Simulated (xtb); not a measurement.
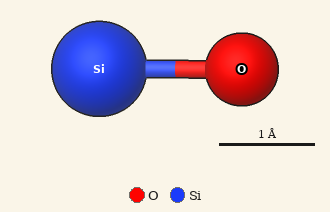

Fig. 1: The input geometry (ball-and-stick view, seen at a tilt).

**Single-point calculation, with input and output: SiO**

The run: single-point calculation of SiO, SMILES O=[Si]. Method and program: GFN2-xTB (xtb 6.7.1 later snapshot).

The geometry comes from this level: PBE0-D4/def2-TZVP.

Input file (struc.xyz):
```
2

O     -0.64070     0.23150    -0.32400
Si     0.64070    -0.23150     0.32400
```

File xtb.inp:
```
$scc
   broydamp=0.2
$end
```

Command:
```bash
xtb --sp --input xtb.inp -- struc.xyz > out.txt
```

Log:
```
* xtb version 6.7.1
   ID    Z sym.   atoms
    1    8 O      1
    2   14 Si     2

           -------------------------------------------------
          |                Calculation Setup                |
           -------------------------------------------------

          program call               : xtb --sp --input xtb.inp -- struc.xyz
          coordinate file            : struc.xyz
          omp threads                :                     1

           -------------------------------------------------
          |                 G F N 2 - x T B                 |
           -------------------------------------------------

      * Hamiltonian:
        H0-scaling (s, p, d)           1.850000    2.230000    2.230000
        zeta-weighting                 0.500000
      * Dispersion:
        s8                             2.700000
        a1                             0.520000
        a2                             5.000000
        s9                             5.000000
      * Repulsion:
        kExp                           1.500000    1.000000
        rExp                           1.000000
      * Coulomb:
        alpha                          2.000000
        third order                    shell-resolved
        anisotropic                    true
        a3                             3.000000
        a5                             4.000000
        cn-shift                       1.200000
        cn-exp                         4.000000
        max-rad                        5.000000

          ...................................................
          :                      SETUP                      :
          :.................................................:
          :  # basis functions                  14          :
          :  # atomic orbitals                  13          :
          :  # shells                            5          :
          :  # electrons                        10          :
          :  max. iterations                   250          :
          :  Hamiltonian                  GFN2-xTB          :
          :  restarted?                      false          :
          :  GBSA solvation                  false          :
          :  PC potential                    false          :
          :  electronic temp.          300.0000000     K    :
          :  accuracy                    1.0000000          :
          :  -> integral cutoff          0.2500000E+02      :
          :  -> integral neglect         0.1000000E-07      :
          :  -> SCF convergence          0.1000000E-05 Eh   :
          :  -> wf. convergence          0.1000000E-03 e    :
          :  Broyden damping             0.2000000          :
          :  net charge                          0          :
          :  unpaired electrons                  0          :
          ...................................................

 iter      E             dE          RMSdq      gap      omega  full diag
   1     -5.8331435 -0.583314E+01  0.223E+01    4.03       0.0  T
   2     -5.8392499 -0.610637E-02  0.187E+01    3.98       1.0  T
   3     -5.7469918  0.922581E-01  0.872E+00    3.54       1.0  T
   4     -4.8382049  0.908787E+00  0.279E+01    3.15       1.0  T
   5     -5.5554038 -0.717199E+00  0.152E+01    3.46       1.0  T
   6     -5.8247088 -0.269305E+00  0.386E+00    3.82       1.0  T
   7     -5.8485727 -0.238639E-01  0.350E+00    4.16       1.0  T
   8     -5.8473830  0.118962E-02  0.328E+00    4.20       1.0  T
   9     -5.8483085 -0.925521E-03  0.329E+00    4.17       1.0  T
  10     -5.8364678  0.118407E-01  0.581E+00    3.98       1.0  T
  11     -5.7927747  0.436932E-01  0.929E+00    3.83       1.0  T
  12     -5.7867190  0.605567E-02  0.973E+00    3.82       1.0  T
  13     -5.8443246 -0.576056E-01  0.255E+00    4.00       1.0  T
  14     -5.8485758 -0.425123E-02  0.390E-01    4.05       1.0  T
  15     -5.8487653 -0.189449E-03  0.159E-01    4.07       1.0  T
  16     -5.8487427  0.225340E-04  0.216E-01    4.08       1.0  T
  17     -5.8487639 -0.211490E-04  0.402E-02    4.07       1.8  T
  18     -5.8487660 -0.215201E-05  0.828E-03    4.07       8.5  T
  19     -5.8487661 -0.652161E-07  0.977E-03    4.07       7.2  T
  20     -5.8487661 -0.497057E-07  0.913E-04    4.07      77.5  T
  21     -5.8487661 -0.120174E-08  0.317E-04    4.07     223.1  T

   *** convergence criteria satisfied after 21 iterations ***

         #    Occupation            Energy/Eh            Energy/eV
      -------------------------------------------------------------
         1        2.0000           -0.6918081             -18.8251
         2        2.0000           -0.5233642             -14.2415
         3        2.0000           -0.4376668             -11.9095
         4        2.0000           -0.4376668             -11.9095
         5        2.0000           -0.3801033             -10.3431 (HOMO)
         6                         -0.2304673              -6.2713 (LUMO)
         7                         -0.2304673              -6.2713
         8                         -0.0924323              -2.5152
         9                         -0.0300155              -0.8168
        10                         -0.0300155              -0.8168
       ...                                ...                  ...
        13                          0.9530477              25.9337
      -------------------------------------------------------------
                  HL-Gap            0.1496360 Eh            4.0718 eV
             Fermi-level           -0.3052853 Eh           -8.3072 eV

 SCC (total)                   0 d,  0 h,  0 min,  0.002 sec
 SCC setup                      ...        0 min,  0.000 sec (  2.519%)
 Dispersion                     ...        0 min,  0.000 sec (  0.817%)
 classical contributions        ...        0 min,  0.000 sec (  0.210%)
 integral evaluation            ...        0 min,  0.000 sec (  8.833%)
 iterations                     ...        0 min,  0.001 sec ( 76.700%)
 molecular gradient             ...        0 min,  0.000 sec (  8.042%)
 printout                       ...        0 min,  0.000 sec (  2.318%)

         :::::::::::::::::::::::::::::::::::::::::::::::::::::
         ::                     SUMMARY                     ::
         :::::::::::::::::::::::::::::::::::::::::::::::::::::
         :: total energy              -5.812732593878 Eh    ::
         :: gradient norm              0.000241809118 Eh/a0 ::
         :: HOMO-LUMO gap              4.071803036913 eV    ::
         ::.................................................::
         :: SCC energy                -5.848766141239 Eh    ::
         :: -> isotropic ES            0.027310809429 Eh    ::
         :: -> anisotropic ES          0.009305199208 Eh    ::
         :: -> anisotropic XC         -0.017013196877 Eh    ::
         :: -> dispersion             -0.000516290383 Eh    ::
         :: repulsion energy           0.036033547361 Eh    ::
         :: add. restraining           0.000000000000 Eh    ::
         :: total charge               0.000000000000 e     ::
         :::::::::::::::::::::::::::::::::::::::::::::::::::::

           -------------------------------------------------
          |                Property Printout                |
           -------------------------------------------------

    * Orbital Energies and Occupations

         #    Occupation            Energy/Eh            Energy/eV
      -------------------------------------------------------------
         1        2.0000           -0.6918081             -18.8251
         2        2.0000           -0.5233642             -14.2415
         3        2.0000           -0.4376668             -11.9095
         4        2.0000           -0.4376668             -11.9095
         5        2.0000           -0.3801033             -10.3431 (HOMO)
         6                         -0.2304673              -6.2713 (LUMO)
         7                         -0.2304673              -6.2713
         8                         -0.0924323              -2.5152
         9                         -0.0300155              -0.8168
        10                         -0.0300155              -0.8168
        11                          0.0859896               2.3399
        12                          0.0859896               2.3399
        13                          0.9530477              25.9337
      -------------------------------------------------------------
                  HL-Gap            0.1496360 Eh            4.0718 eV
             Fermi-level           -0.3052853 Eh           -8.3072 eV

     #   Z          covCN         q      C6AA      α(0)
     1   8          0.771    -0.402    21.759     6.252
     2  14          0.771     0.402   224.420    32.556

 Mol. C6AA /au·bohr⁶  :        371.141767
 Mol. C8AA /au·bohr⁸  :      21238.796493
 Mol. α(0) /au        :         38.808027

Wiberg/Mayer (AO) data.
largest (>0.10) Wiberg bond orders for each atom

 ---------------------------------------------------------------------------
     #   Z sym  total        # sym  WBO       # sym  WBO       # sym  WBO
 ---------------------------------------------------------------------------
     1   8      2.337 --     2      2.337
     2  14      2.337 --     1      2.337
 ---------------------------------------------------------------------------

Topologies differ in total number of bonds
Writing topology from bond orders to xtbtopo.mol

molecular dipole:
                 x           y           z       tot (Debye)
 q only:        0.973      -0.352       0.492
   full:        1.019      -0.368       0.515       3.050
molecular quadrupole (traceless):
                xx          xy          yy          xz          yz          zz
 q only:        0.000      -0.000      -0.000       0.000      -0.000      -0.000
  q+dip:        0.162      -0.108      -0.100       0.152      -0.055      -0.062
   full:       -2.114       1.420       1.303      -1.987       0.718       0.811

           -------------------------------------------------
          | TOTAL ENERGY               -5.812732593878 Eh   |
          | GRADIENT NORM               0.000241809118 Eh/α |
          | HOMO-LUMO GAP               4.071803036913 eV   |
           -------------------------------------------------

------------------------------------------------------------------------
------------------------------------------------------------------------
 total:
 *  cpu-time:     0 d,  0 h,  0 min,  0.009 sec
 * ratio c/w:     1.000 speedup
 SCF:
 *  cpu-time:     0 d,  0 h,  0 min,  0.002 sec
 * ratio c/w:     1.000 speedup
```

Standard error:
```
normal termination of xtb
```

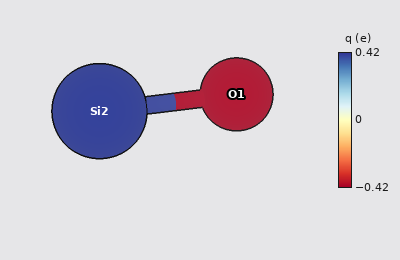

Fig. 2: Mulliken charges, as the colour of each atom (ball-and-stick view, seen at a tilt; atoms are numbered from 1 in the order of the input). By element: O −0.40 and Si +0.40 e.

Key numbers:

| quantity | value |
| --- | --- |
| outcome | converged |
| electrons treated | 10 |
| total energy | −5.812733 hartree |
| dispersion energy | −0.000516 hartree |
| basis functions | 14 |
| HOMO | −10.34 eV |
| LUMO | −6.27 eV |
| dipole moment | 3.05 D |
| hardware | 1 thread of Arm Neoverse V1, 24 GiB of memory available, shared host |
| peak memory | 0.072 GiB |

Settings chosen away from the usual ones: method = gfn2-xtb; task = energy; x = {"broyden_damping": 0.2}.
